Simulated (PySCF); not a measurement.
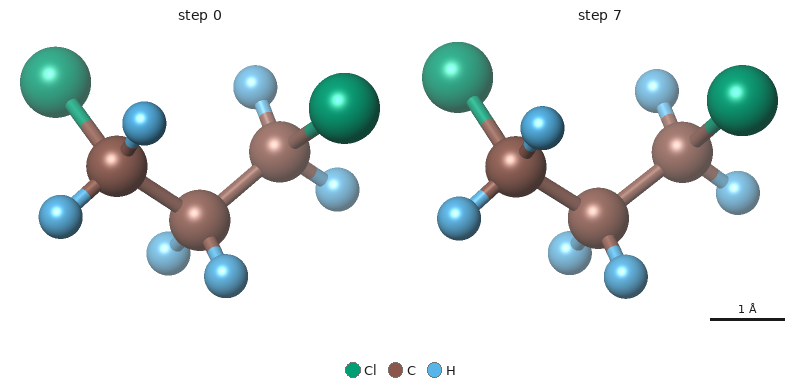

The structure of C$_{3}$H$_{6}$Cl$_{2}$ before (left) and after (right) a relaxation, at one scale.

A ball-and-stick model, seen at a tilt.

The start comes from GFN2-xTB. Its atoms were then displaced at random by about 0.01 Å.

All numbers below come from PBE0-D3(BJ)/def2-TZVP geometry optimisation, gas phase (PySCF 2.14.0, density-fitted response routines). 

Question: Describe what moved and what it gained.

Answer: After 7 geometry steps the energy has fallen by 7.70 kJ/mol. The largest moves after the best rigid fit, 0.12 Å, are those of Cl atoms. Largest moves by element: Cl 0.12 Å, H 0.09 Å, C 0.04 Å. Among the contacts that change: C–H 1.060 → 1.095 Å, C–H 1.116 → 1.088 Å, C–Cl 1.810 → 1.787 Å, C–C 1.490 → 1.510 Å. Bond angles that change, for instance: C–C–H 114.7° → 111.3°, C–C–C 111.4° → 114.5°, Cl–C–H 104.0° → 106.5°.
